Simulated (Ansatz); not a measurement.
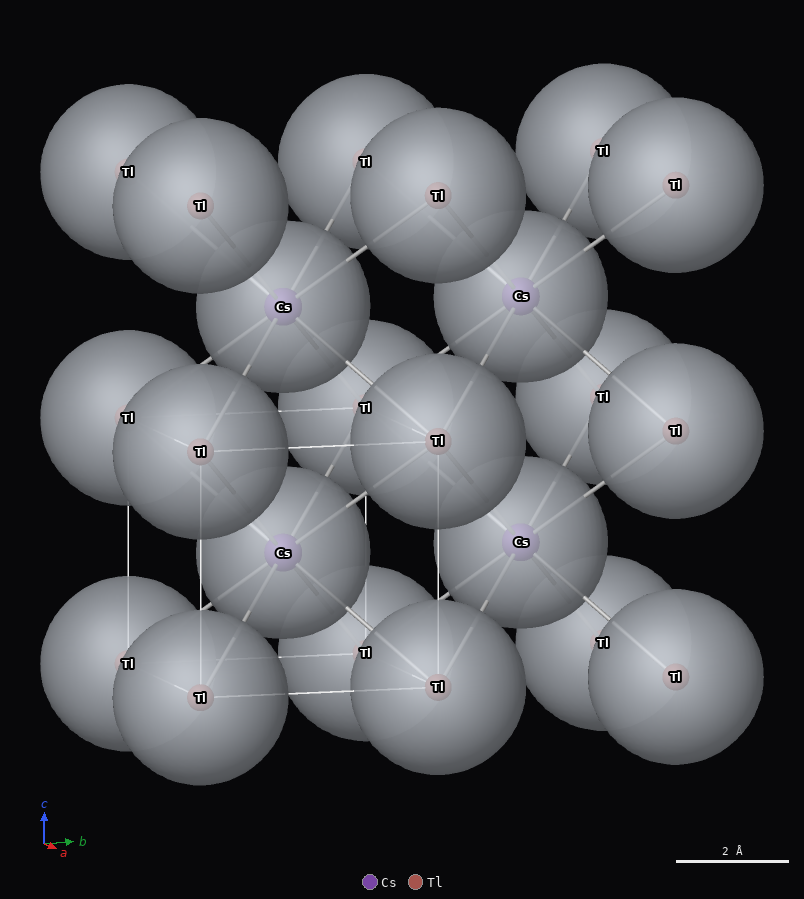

Figure. CsTl. Isosurface of the valence pseudo-density at 0.1 e/Å³ (grey), seen slightly off an axis. Sticks mark near contacts.

Space group Pm-3m; a structure generated by program, which may or may not match a known phase; changed on purpose from its base cell (volume × 0.88).

These are results of DFT PBE, scalar-relativistic, plane waves, PAW (Ansatz), not measurements.

In a PAW calculation such maps are meaningful between the atoms, not at the nuclei.

### Which contacts does the surface bridge?

At this value the density breaks into separate islands; it holds about 85 % of the electrons treated as valence (semicore included). It bridges none of the near contacts. It is pinched off along the shortest Cs–Tl (3.87 Å) contacts. On the grid the lowest density along these lines, outside the cores, is 0.06 e/Å³ (Cs–Tl, 3.87 Å).
